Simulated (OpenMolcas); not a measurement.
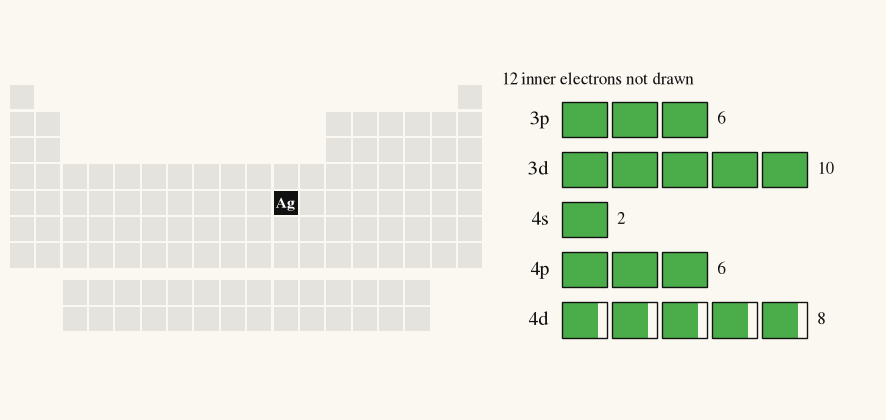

**Figure 1.** Left, the place of silver in the periodic table; right, the outer shells of the leading configuration of the lowest level: a box for each of the 2l + 1 orbitals, shaded by the share of the shell that is filled, with the electron count at the right.

Run report: Ag³⁺ complex, multiconfigurational calculation

System: Ag³⁺ with 6 ligands (O; octahedron, 2.13 Å), neutralised by 6 outer point charges of +1.5 e, whose field is part of the energies.
Method: state-averaged CASSCF, active space 8 electrons in the shell 4d, basis ANO-RCC-VTZP on the metal and ANO-RCC-VDZP on the ligands, DKH2 scalar Hamiltonian, spin-orbit coupling by RASSI with atomic mean-field integrals (OpenMolcas).

**The program's output (extracts)**
```
--- SEWARD ---
Basis set label: AG.ANO-RCC...7S6P4D2F1G.

      Electronic valence basis set:
      ------------------
      Associated Effective Charge  47.000000 au
      Associated Actual Charge     47.000000 au
      Nuclear Model: Point charge

      Shell  nPrim  nBasis  Cartesian Spherical Contaminant
         s      21       7        X
         p      18       6        X
         d      13       4                 X
         f       6       2                 X
         g       4       1                 X
                  Relativistic Douglas-Kroll-Hess integrals:
                    - DKH order of Hamiltonian: 2
                    - DKH order of Properties : 0
                  Atomic mean-field integrals
--- RASSCF ---
Wave function specifications:
      -----------------------------

      Number of closed shell electrons          96
      Number of electrons in active shells       8
      Max number of holes in RAS1 space          0
      Max nr of electrons in RAS3 space          0
      Number of inactive orbitals               48
      Number of active orbitals                  5
      Number of secondary orbitals              99
      Spin quantum number                      1.0
      State symmetry                             1
Orbital specifications:
      -----------------------

      Symmetry species                           1   2
                                                ag  au
      Frozen orbitals                            0   0
      Inactive orbitals                         24  24
      Active orbitals                            5   0
      RAS1 orbitals                              0   0
      RAS2 orbitals                              5   0
      RAS3 orbitals                              0   0
      Secondary orbitals                        49  50
      Deleted orbitals                           0   0
      Number of basis functions                 78  74
      Number of CSFs                            10
      Number of root(s) required                10
      Iter CI   SX   CI       RASSCF       Energy    max ROT     max BLB   max BLB  Level Ln srch  Step   QN
          iter iter root      energy       change     param      element    value   shift minimum  type update
 Nr of preliminary CI iterations:   1
      Total energies have been shifted. Add                -5000.00 au
        1   1   11    0  -759.80264186    0.00E+00  -7.65E-02   14  51 2 -6.44E-01*  1.72   0.00    SX    NO
        2   1   13    0  -762.12756684   -2.32E+00* -6.75E-02   17  62 1 -3.44E-01*  1.38   0.00    SX    NO
        3   1   13    0  -762.95096504   -8.23E-01* -6.50E-02   24  69 2 -1.46E-01*  1.20   0.00    SX    NO
        4   1   13    0  -763.12537624   -1.74E-01* -4.45E-02   12  45 1 -7.16E-02*  1.13   0.00    SX    NO
        5   1   13    0  -763.17800692   -5.26E-02* -4.86E-02   12  45 1 -6.05E-02*  1.10   2.50    LS   YES
        6   1   13    0  -763.21117905   -3.32E-02* -4.52E-02   12  45 1 -4.64E-02*  1.08   1.77    QN   YES
        7   1   12    0  -763.23495597   -2.38E-02* -3.97E-02   12  45 1 -3.78E-02*  1.06   2.15    LS   YES
        8   1   12    0  -763.24398739   -9.03E-03* -2.39E-02   21  66 2 -3.87E-02*  1.04   1.31    QN   YES
        9   1   12    0  -763.25556381   -1.16E-02* -2.93E-02   11  48 2 -2.83E-02*  1.04   2.50    LS   YES
       10   1   12    0  -763.26328029   -7.72E-03* -2.07E-02   12  45 1 -1.93E-02*  1.04   1.60    QN   YES
        ...
       22   1    7    0  -763.27273573   -3.47E-07*  1.31E-04   21  66 2 -8.42E-05   1.04   1.35    QN   YES
       23   1    7    0  -763.27273581   -7.87E-08*  7.52E-05   12  42 2 -3.65E-05   1.04   1.42    QN   YES
       24   1    7    0  -763.27273584   -2.45E-08* -5.00E-05   11  45 1 -2.04E-05   1.04   1.44    QN   YES
       25   1    6    0  -763.27273584   -8.65E-09   2.76E-05   21  66 2  1.16E-05   1.04   1.42    QN   YES
      Convergence after 25 iterations
       26   1    6    0  -763.27273585   -2.63E-09   2.76E-05   27  73 1 -7.24E-06   1.04   1.42    QN   YES
      Natural orbitals and occupation numbers for root  1
      sym 1:   2.000000   2.000000   1.000000   2.000000   1.000000
      Natural orbitals and occupation numbers for root  2
      sym 1:   1.998345   1.001655   1.998345   2.000000   1.001655
      Natural orbitals and occupation numbers for root  3
      sym 1:   1.894562   2.000000   1.105438   1.105438   1.894562
::    RASSCF root number  1 Total energy:  -5763.37007868
::    RASSCF root number  2 Total energy:  -5763.30403435
::    RASSCF root number  3 Total energy:  -5763.30403435
::    RASSCF root number  4 Total energy:  -5763.30403435
::    RASSCF root number  5 Total energy:  -5763.27141042
::    RASSCF root number  6 Total energy:  -5763.27141042
::    RASSCF root number  7 Total energy:  -5763.27141042
::    RASSCF root number  8 Total energy:  -5763.21031516
::    RASSCF root number  9 Total energy:  -5763.21031516
::    RASSCF root number 10 Total energy:  -5763.21031516
--- RASSCF ---
Wave function specifications:
      -----------------------------

      Number of closed shell electrons          96
      Number of electrons in active shells       8
      Max number of holes in RAS1 space          0
      Max nr of electrons in RAS3 space          0
      Number of inactive orbitals               48
      Number of active orbitals                  5
      Number of secondary orbitals              99
      Spin quantum number                      0.0
      State symmetry                             1
Orbital specifications:
      -----------------------

      Symmetry species                           1   2
                                                ag  au
      Frozen orbitals                            0   0
      Inactive orbitals                         24  24
      Active orbitals                            5   0
      RAS1 orbitals                              0   0
      RAS2 orbitals                              5   0
      RAS3 orbitals                              0   0
      Secondary orbitals                        49  50
      Deleted orbitals                           0   0
      Number of basis functions                 78  74
      Number of CSFs                            15
      Number of root(s) required                15
      Iter CI   SX   CI       RASSCF       Energy    max ROT     max BLB   max BLB  Level Ln srch  Step   QN
          iter iter root      energy       change     param      element    value   shift minimum  type update
 Nr of preliminary CI iterations:   1
      Total energies have been shifted. Add                -5000.00 au
        1   1    9    0  -763.21866824    0.00E+00   1.59E-02   25  31 1 -7.32E-03*  1.09   0.00    SX    NO
        2   1   10    0  -763.21962595   -9.58E-04* -1.32E-02   25  31 1 -6.20E-03*  1.08   0.00    SX    NO
        3   1   10    0  -763.22027602   -6.50E-04* -1.12E-02   19  25 1 -5.10E-03*  1.07   0.00    SX    NO
        4   1   10    0  -763.22073513   -4.59E-04* -9.59E-03   19  25 1 -4.35E-03*  1.07   0.00    SX    NO
        5   1   10    0  -763.22106395   -3.29E-04* -4.53E-02   19  25 1 -3.73E-03*  1.07   2.50    QN   YES
        6   1   10    0  -763.22189989   -8.36E-04* -9.96E-03   18  30 1 -2.48E-03*  1.05   1.22    QN   YES
        7   1    9    0  -763.22193821   -3.83E-05*  1.99E-03   18  30 1 -1.87E-03*  1.05   1.19    QN   YES
        8   1    9    0  -763.22194528   -7.07E-06*  2.62E-03   18  30 1 -1.32E-03*  1.05   2.33    LS   YES
        9   1    9    0  -763.22194873   -3.45E-06*  1.28E-03   18  45 1 -9.21E-04*  1.05   1.01    QN   YES
       10   1    9    0  -763.22195245   -3.73E-06*  1.16E-03   18  45 1 -7.77E-04*  1.05   1.91    LS   YES
       11   1    8    0  -763.22195355   -1.10E-06* -2.80E-04   18  45 1 -6.46E-04*  1.05   1.01    QN   YES
       12   1    8    0  -763.22195417   -6.20E-07*  3.98E-04   18  45 1 -4.60E-04*  1.05   2.42    LS   YES
       13   1    8    0  -763.22195450   -3.28E-07*  3.07E-04   25  31 1 -3.53E-04*  1.05   1.00    QN   YES
       14   1    8    0  -763.22195491   -4.10E-07* -2.08E-04   18  30 1 -1.14E-04*  1.05   1.44    QN   YES
       15   1    7    0  -763.22195505   -1.34E-07* -1.68E-04   18  30 1 -8.14E-05   1.05   1.52    QN   YES
       16   1    6    0  -763.22195510   -5.71E-08* -1.07E-04   25  31 1  5.54E-05   1.05   1.46    QN   YES
       17   1    6    0  -763.22195512   -1.72E-08*  3.71E-05   18  30 1 -2.30E-05   1.05   1.32    QN   YES
       18   1    5    0  -763.22195512   -3.23E-09   1.22E-05   18  45 1  1.20E-05   1.05   1.33    QN   YES
      Convergence after 18 iterations
       19   1    5    0  -763.22195512   -8.29E-10   1.22E-05   25  31 1 -5.39E-06   1.05   1.33    QN   YES
      Natural orbitals and occupation numbers for root  1
      sym 1:   1.999783   1.003496   1.995761   1.997463   1.003497
      Natural orbitals and occupation numbers for root  2
      sym 1:   1.999577   1.003496   1.995555   1.997875   1.003497
      Natural orbitals and occupation numbers for root  3
      sym 1:   1.969889   1.045166   1.969889   1.969889   1.045166
::    RASSCF root number  1 Total energy:  -5763.32325378
::    RASSCF root number  2 Total energy:  -5763.32325378
::    RASSCF root number  3 Total energy:  -5763.28519198
::    RASSCF root number  4 Total energy:  -5763.25550606
::    RASSCF root number  5 Total energy:  -5763.25550606
::    RASSCF root number  6 Total energy:  -5763.25550606
::    RASSCF root number  7 Total energy:  -5763.23800066
::    RASSCF root number  8 Total energy:  -5763.23800066
::    RASSCF root number  9 Total energy:  -5763.23800066
::    RASSCF root number 10 Total energy:  -5763.16674079
::    RASSCF root number 11 Total energy:  -5763.16674079
::    RASSCF root number 12 Total energy:  -5763.16674078
::    RASSCF root number 13 Total energy:  -5763.16500434
::    RASSCF root number 14 Total energy:  -5763.16500434
::    RASSCF root number 15 Total energy:  -5763.08687612
--- RASSI ---
SPIN-FREE ENERGIES:
  (Shifted by EMIN (a.u.) =      -5763.3700786789)

 SF State       Relative EMIN(au)   Rel lowest level(eV)    D:o, cm**(-1)

     1             0.0000000000        0.0000000000              0.0000
    11             0.0468248975        1.2741703729          10276.8771
    12             0.0468248985        1.2741703981          10276.8773
     4             0.0660443297        1.7971577661          14495.0549
     2             0.0660443297        1.7971577661          14495.0549
     3             0.0660443297        1.7971577661          14495.0549
    13             0.0848866981        2.3098847286          18630.4768
     5             0.0986682564        2.6849000352          21655.1792
     6             0.0986682564        2.6849000352          21655.1792
     7             0.0986682564        2.6849000352          21655.1792
    14             0.1145726139        3.1176796507          25145.7822
    15             0.1145726139        3.1176796507          25145.7822
    16             0.1145726139        3.1176796507          25145.7822
    17             0.1320780201        3.5940260208          28987.7748
    18             0.1320780211        3.5940260474          28987.7750
    19             0.1320780234        3.5940261105          28987.7755
     8             0.1597635203        4.3473868589          35064.0397
     9             0.1597635203        4.3473868589          35064.0397
    10             0.1597635203        4.3473868589          35064.0397
    20             0.2033378927        5.5331059359          44627.5090
    21             0.2033378937        5.5331059629          44627.5093
    22             0.2033378937        5.5331059629          44627.5093
    23             0.2050743349        5.5803569373          45008.6141
    24             0.2050743369        5.5803569903          45008.6145
    25             0.2832025578        7.7063341860          62155.7770
     Dipole printing threshold changed to   1.00000000E+00
Eigenvalues of complex Hamiltonian:
   -----------------------------------
  (Shifted by EMIN (a.u.) =      -5763.3700786789)

 SO State       Relative EMIN(au)   Rel lowest level(eV)    D:o, cm**(-1)

     1            -0.0019315303        0.0000000000              0.0000
     2            -0.0019315303        0.0000000000              0.0000
     3            -0.0019315303        0.0000000000              0.0000
     4             0.0425190437        1.2095617370           9755.7733
     5             0.0425190444        1.2095617583           9755.7735
     6             0.0624681806        1.7524054081          14134.1028
     7             0.0624681807        1.7524054088          14134.1028
     8             0.0624681807        1.7524054105          14134.1028
     9             0.0633823208        1.7772804303          14334.7334
    10             0.0633823210        1.7772804352          14334.7334
    11             0.0675531171        1.8907735797          15250.1174
    12             0.0675531172        1.8907735802          15250.1174
    13             0.0675531171        1.8907735783          15250.1174
    14             0.0699606256        1.9562852221          15778.5044
    15             0.0787358440        2.1950710787          17704.4422
    16             0.0975319974        2.7065404683          21829.7211
    17             0.0975319973        2.7065404682          21829.7211
    18             0.0975319973        2.7065404677          21829.7211
    19             0.1003261201        2.7825724228          22442.9601
    20             0.1003261202        2.7825724231          22442.9601
    21             0.1003261202        2.7825724242          22442.9601
    22             0.1003780615        2.7839858198          22454.3600
    23             0.1028575859        2.8514571159          22998.5527
    24             0.1028575859        2.8514571157          22998.5527
    25             0.1132235022        3.1335280663          25273.6083
    26             0.1132235021        3.1335280661          25273.6083
    27             0.1132235022        3.1335280666          25273.6083
    28             0.1325422426        3.6592177750          29513.5817
    29             0.1325422436        3.6592178008          29513.5819
    30             0.1325422458        3.6592178621          29513.5824
    31             0.1583110962        4.3604240035          35169.1914
    32             0.1600954102        4.4089776590          35560.8030
    33             0.1600954102        4.4089776597          35560.8030
    34             0.1600954102        4.4089776588          35560.8030
    35             0.1613883304        4.4441598120          35844.5662
    36             0.1613883304        4.4441598116          35844.5662
    37             0.1624823607        4.4739298922          36084.6781
    38             0.1624823607        4.4739298921          36084.6781
    39             0.1624823607        4.4739298917          36084.6781
    40             0.2046493391        5.6213518270          45339.2601
    41             0.2046493400        5.6213518536          45339.2604
Weights of the five most important spin-orbit-free states for each spin-orbit state.

 SO State  Total energy (au)           Spin-free states, spin, and weights
 -------------------------------------------------------------------------------------------------------
    1        -0.001932       1 1.0  0.9755    2 1.0  0.0080    3 1.0  0.0071    4 1.0  0.0062   15 0.0  0.0027
    2        -0.001932       1 1.0  0.9755    3 1.0  0.0085    4 1.0  0.0082    2 1.0  0.0046   14 0.0  0.0025
    3        -0.001932       1 1.0  0.9755    2 1.0  0.0087    4 1.0  0.0069    3 1.0  0.0057   16 0.0  0.0024
    4         0.042519      11 0.0  0.8637    4 1.0  0.0740    3 1.0  0.0442    2 1.0  0.0078    5 1.0  0.0046
    5         0.042519      12 0.0  0.8637    2 1.0  0.0762    3 1.0  0.0397    4 1.0  0.0100    7 1.0  0.0048
    6         0.062468       4 1.0  0.4801    3 1.0  0.4794    6 1.0  0.0150    7 1.0  0.0150   17 0.0  0.0062
    7         0.062468       2 1.0  0.4798    4 1.0  0.4119    3 1.0  0.0689    5 1.0  0.0150    7 1.0  0.0150
    8         0.062468       2 1.0  0.4797    3 1.0  0.4123    4 1.0  0.0686    5 1.0  0.0150    6 1.0  0.0150
    9         0.063382       4 1.0  0.4725    3 1.0  0.2733   11 0.0  0.0996    5 1.0  0.0574    2 1.0  0.0555
   10         0.063382       2 1.0  0.4787    3 1.0  0.2609   12 0.0  0.0996    4 1.0  0.0618    7 1.0  0.0615
   11         0.067553       2 1.0  0.4683    4 1.0  0.4021    3 1.0  0.0682    1 1.0  0.0195    7 1.0  0.0143
   12         0.067553       4 1.0  0.4692    3 1.0  0.4678    1 1.0  0.0195    7 1.0  0.0143    6 1.0  0.0143
```

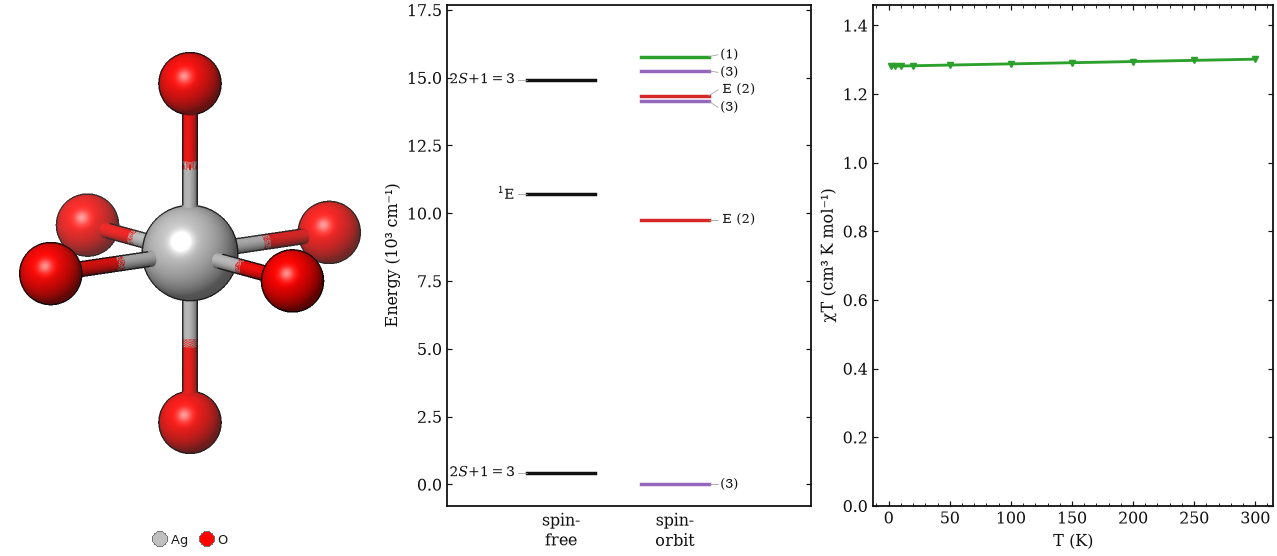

**Figure 2.** Ag³⁺ (4d⁸) with 6 ligands, O²⁻, at 2.13 Å (arrangement: octahedron, Oh), neutralised by outer point charges of +1.5 e, and its levels and susceptibility. Labels give the representation in O, Td, D4 or D3 as the site allows (double group for half-integer spin) where it could be assigned and, in brackets, the degeneracy; spin-free states, where drawn, share the zero of the spin-orbit levels. Powder susceptibility by Van Vleck's formula. The ground level is 3-fold degenerate, 100 % from states of spin multiplicity 3. The next level lies at 9,760 cm⁻¹ (E). χT is 1.28 cm³ K mol⁻¹ at 2 K and 1.30 at 300 K, an effective moment of 3.23 μB. The active orbitals hold 71 to 91 % metal character (Löwdin), and the Mulliken charge of the metal is +1.43.

**Input file**
```
&GATEWAY
Coord
7

Ag 0.0 0.0 0.0
O 2.130000 0.000000 0.000000
O 0.000000 2.130000 0.000000
O -2.130000 0.000000 0.000000
O 0.000000 -2.130000 0.000000
O 0.000000 0.000000 2.130000
O 0.000000 0.000000 -2.130000
Basis=Ag.ANO-RCC-VTZP,O.ANO-RCC-VDZP
Group=XYZ
NoMove
AngMom=0.0 0.0 0.0
AMFI
RICD
XField
3 Angstrom 0
5.330000 0.000000 0.000000 1.500000
0.000000 5.330000 0.000000 1.500000
0.000000 0.000000 5.330000 1.500000
&SEWARD
&RASSCF
FileOrb=start.orb
Symmetry=1
Spin=3
nActEl=8 0 0
Inactive=24 24
Ras2=5 0
CIRoot=10 10 1
SDav=10
CIMx=300
Iter=150 100
PrWF=0.3
OrbListing=Nothing
MaxOrb=0
LevShft=1.0
>>> COPY $Project.JobIph JOB001
&RASSCF
FileOrb=start.orb
Symmetry=1
Spin=1
nActEl=8 0 0
Inactive=24 24
Ras2=5 0
CIRoot=15 15 1
SDav=15
CIMx=300
Iter=150 100
PrWF=0.3
OrbListing=Nothing
MaxOrb=0
LevShft=1.0
>>> COPY $Project.JobIph JOB002
&RASSI
NrOfJobIphs=2 10 15
1 2 3 4 5 6 7 8 9 10
1 2 3 4 5 6 7 8 9 10 11 12 13 14 15
IphNames
JOB001
JOB002
EJob
SpinOrbit
DIPRint=1.0
SOCoupling=1000.0
Subsets=2
Property=9
'ANGMOM' 1 'ANGMOM' 2 'ANGMOM' 3 'MLTPL  1' 1 'MLTPL  1' 2 'MLTPL  1' 3
'AMFI' 1 'AMFI' 2 'AMFI' 3
SOProperty=3
'ANGMOM' 1 'ANGMOM' 2 'ANGMOM' 3
```

The file start.orb holds starting orbitals from an earlier step. A driver script formed the levels outside the program, from RASSI's spin-orbit matrix and the active-space energies, averaged over the components of each term or state.

Run as:
```bash
OMP_NUM_THREADS=1 MOLCAS_MEM=2457 MOLCAS_PROJECT=a pymolcas a.inp > a.log  # once for each step of the input, in one work folder
```

**Key numbers**

| quantity | value |
| --- | --- |
| outcome | converged |
| energy of the lowest spin-free term | −5763.37008 hartree |
| energy of the lowest spin-orbit level | −5763.37201 hartree |
| largest spread among components of a term | 0.0 cm⁻¹ |
| hardware | 1 thread of Arm Neoverse V1, 24 GiB of memory available, shared host |
| wall time | 38 s |
| peak memory | 0.4 GiB |

**Notes**

Without dynamic correlation the splittings between terms come out too large, often by 20 to 50 %. To bear in mind: covalent bonds, ligand orbitals missing from the active space; bare point charges leave oxide and sulfide ligands too diffuse, field too small; distances are set from ionic radii, not optimised.
